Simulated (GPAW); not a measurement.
**CH3FOSi: property calculation**

- system: CH3FOSi, SMILES F[SiH]1CO1
- method: LDA (PW92)/tzp, scalar-relativistic datasets (GPAW 26.7.0)

The geometry comes from this level: GFN2-xTB.

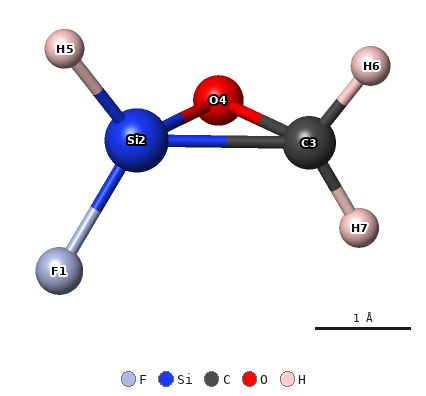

Fig. 1: The structure as given in the input (ball-and-stick view, seen at a tilt; atoms are numbered from 1 in the order of the input). Bond lengths as drawn: C–H 1.08 Å, C–O 1.49 Å, C–Si 1.84 Å, F–Si 1.60 Å, H–Si 1.43 Å and O–Si 1.63 Å.

The input (run.py):
```python
import numpy as np
from ase import Atoms
from ase.units import Debye
from gpaw import GPAW

# Atomic positions
molecule = Atoms(["F", "Si", "C", "O", "H", "H", "H"],
    positions=[[ -2.117370,  -0.038810,   0.319850],
               [ -0.728360,   0.135000,  -0.458070],
               [  0.836210,   0.037200,   0.498120],
               [  0.318140,  -1.103770,  -0.308130],
               [ -0.940880,   0.780190,  -1.715220],
               [  1.780290,   0.391140,   0.111190],
               [  0.851970,  -0.200940,   1.552270]])
molecule.center(vacuum=4.5)

# DFT calculator
dft = GPAW(mode="lcao", basis="tzp", h=0.2, xc="LDA", maxiter=83, txt="-")
molecule.calc = dft

energy = molecule.get_potential_energy()
print(f"Energy = {energy:.5f} eV")
forces = molecule.get_forces()
print("Forces (eV/Ang)")
for symbol, f in zip(molecule.symbols, forces):
    print(f'{symbol:2} {f[0]:9.4f} {f[1]:9.4f} {f[2]:9.4f}')
dipole = molecule.get_dipole_moment() / Debye
print(f"Dipole                  {np.linalg.norm(dipole):.3f} D")
homo, lumo = dft.get_homo_lumo()
print(f"HOMO                    {homo:.3f} eV")
print(f"LUMO: {lumo:.3f} eV")
print(f"Gap = {lumo - homo:.3f} eV")
```

Run on 1 thread of Intel Xeon @ 2.90GHz (Ice Lake), 16 GiB of memory available, shared host.

Command:
```bash
python3 -u run.py | tee run.out
```

Log:
```
__  _  _
 | _ |_)|_||  |
 |__||  | ||/\| - 26.7.0

units:  Angstrom and eV
cores:  1
OpenMP: False

Versions:
  Python: 3.12.14
  ASE:    3.29.0
  Numpy:  2.5.5
  Scipy:  1.18.1
  Libxc:  7.0.0

        _gpaw.cpython-312-x86_64-linux-gnu.so

Input parameters:
  mode=LCAO(),
  basis={'default': 'tzp'},
  h=0.2,
  maxiter=83,
  xc=XC(name='LDA')
FileNotFoundError: Could not find required basis set file "F.tzp.basis".

You need to set the GPAW_SETUP_PATH environment variable to point to
the directories where PAW dataset and basis files are stored.  See
```

Outcome:

```tsv
quantity	value
outcome	refused by the program
```

Diagnosis:

Some settings of this run were drawn to be unusual or wrong (mode set to lcao (from lcao); basis set to tzp (from dzp); h set to 0.2 (from 0.2)). The program refused the input.
